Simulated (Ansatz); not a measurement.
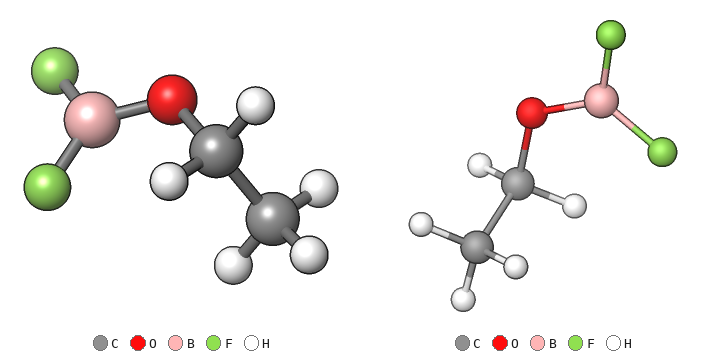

Two views of one molecule.

The geometry was computed by an optimisation with PBE0-D4/def2-TZVP.

Count the atoms of each element.

Answer. C2H5BF2O, 11 atoms: 2 carbon, 5 hydrogen, 1 boron, 2 fluorine and 1 oxygen.

What is the point group of this geometry?

Answer. C1.

More results for the same structure follow; atom numbers are the same in all pictures, views and colours differ.

Electronic properties

Method: RKS ωB97M-V/def2-TZVPP (Ansatz 0.2.0).

Estimate the LUMO energy (Kohn–Sham orbital).

Answer. 2.09 eV.

What is the HOMO energy (Kohn–Sham orbital)?

Answer. −11.70 eV.

Estimate the dipole moment.

Answer. 2.49 D.

Vibrations

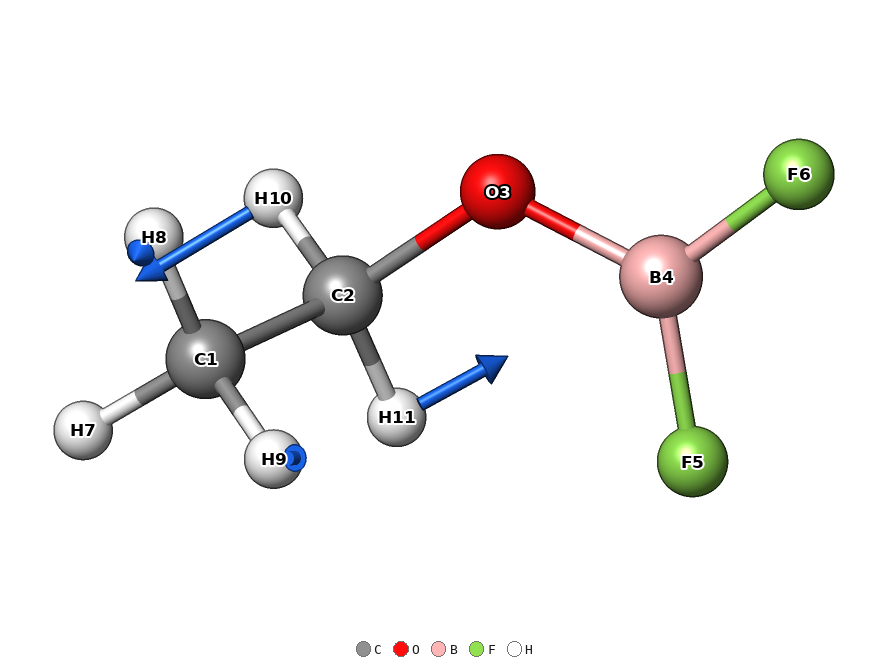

The arrows show one normal mode. Harmonic vibrations computed with RKS PBE0-D4/def2-TZVP (Ansatz 0.2.0) at a stationary point of the same level.

What kind of motion is it?

Answer. Mostly angle bending.

Estimate its harmonic wavenumber.

Answer. 1324 cm⁻¹; it is mode 15 of 27 counted from the lowest.

Charges

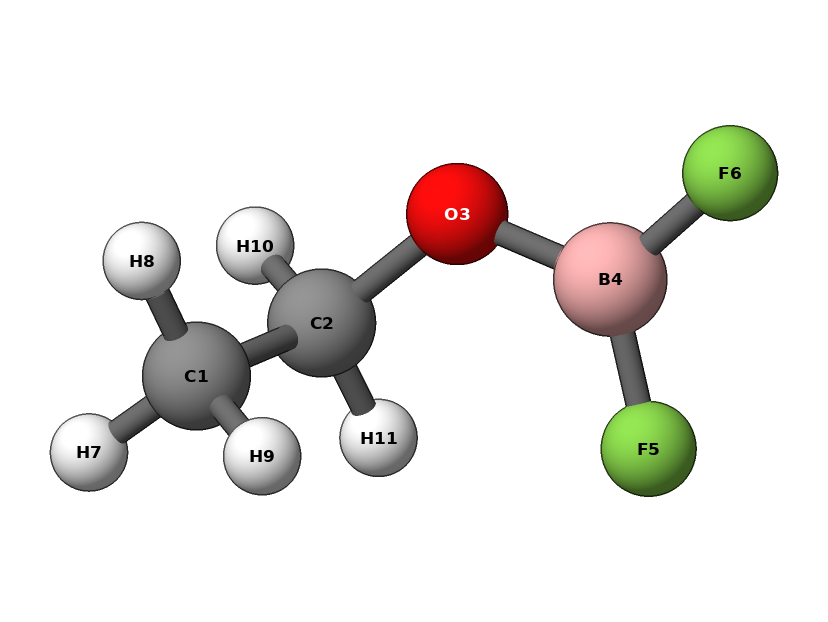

The questions are on Mulliken charges. Method: RKS PBE0-D4/def2-TZVP (Ansatz 0.2.0).

Which atom carries the highest charge (most positive or least negative)?

Answer. B4 (0.52 e).

And the lowest?

Answer. C1 (−0.38 e).

List the Mulliken charges.

```tsv
atom	value (e)
C1	−0.38
C2	−0.03
O3	−0.24
B4	0.52
F5	−0.25
F6	−0.23
H7	0.13
H8	0.13
H9	0.13
H10	0.12
H11	0.11
```

Mulliken values depend strongly on the basis set and can even reverse the polarity of a bond.
